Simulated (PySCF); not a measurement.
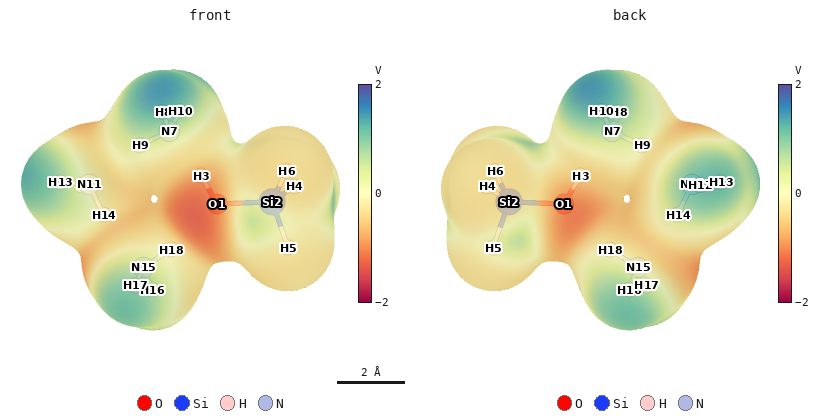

H4OSi···NH3···NH3···NH3 (SMILES O[SiH3].N.N.N). The molecular electrostatic potential painted on the density surface at 0.002 e/bohr³, seen from the front and from behind; red is negative and blue positive.

Geometry: PBE0-D3(BJ)/def2-SVPD.

Theory: PySCF 2.14.0, wB97M-D3(BJ)/def2-SVPD, SCF density, gas phase.

```yaml
atoms:
  - { symbol: O, position_ang: [0.2524, 0.5716, -0.8127] }
  - { symbol: Si, position_ang: [-1.3703, 0.3047, -0.5791] }
  - { symbol: H, position_ang: [0.7468, 1.1222, -0.1260] }
  - { symbol: H, position_ang: [-1.6383, -0.4517, 0.6861] }
  - { symbol: H, position_ang: [-1.8617, -0.5020, -1.7338] }
  - { symbol: H, position_ang: [-2.1464, 1.5842, -0.5147] }
  - { symbol: N, position_ang: [1.7018, 2.0024, 0.9310] }
  - { symbol: H, position_ang: [1.6134, 3.0093, 0.8265] }
  - { symbol: H, position_ang: [2.6626, 1.7367, 0.6524] }
  - { symbol: H, position_ang: [1.5955, 1.7938, 1.9199] }
  - { symbol: N, position_ang: [4.3098, 0.9784, -0.1566] }
  - { symbol: H, position_ang: [4.8458, 0.3304, 0.4140] }
  - { symbol: H, position_ang: [4.9795, 1.6105, -0.5861] }
  - { symbol: H, position_ang: [3.8715, 0.4313, -0.9119] }
  - { symbol: N, position_ang: [2.6351, -0.5408, -2.2448] }
  - { symbol: H, position_ang: [2.6330, -1.5567, -2.2403] }
  - { symbol: H, position_ang: [2.6508, -0.2522, -3.2187] }
  - { symbol: H, position_ang: [1.7420, -0.2317, -1.8496] }
```

**Which sites attract a positive test charge, and which a negative one?**

A positive charge is drawn to the negative regions and a negative charge to the positive ones. The most negative region (about −1.3 V) lies over O1, the most positive (about +1.5 V) over H8 and H10. O1 is the likeliest acceptor of a hydrogen bond.

**How polar is the complex by this calculation?**

Its dipole moment is 2.28 D.
